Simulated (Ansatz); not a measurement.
The starting structures come from a database of crystals and need not be the phases stable at ambient conditions.

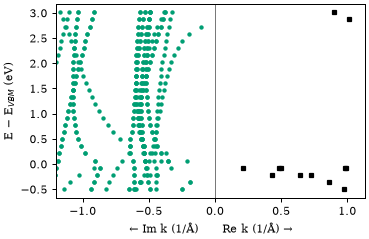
Figure. Complex bands at the centre of the two-dimensional zone; r2SCAN (Ansatz, an electronic-structure program)

The gap is the functional's own. No spin-orbit coupling. Mid-gap values are interpolated on the energy grid.

### Question
This is Sr₂H₆Os (Fm-3m, not sure to be the ambient phase, 9 atoms a cell, 12.3 Å³ an atom) along the normal of (110). Read off the slowest decay at the centre of the two-dimensional zone at 1.33 eV, the computed energy nearest the middle of the gap.

### Answer
κ ≈ 0.40 1/Å, a decay length 1/(2κ) of the density of 1.3 Å.
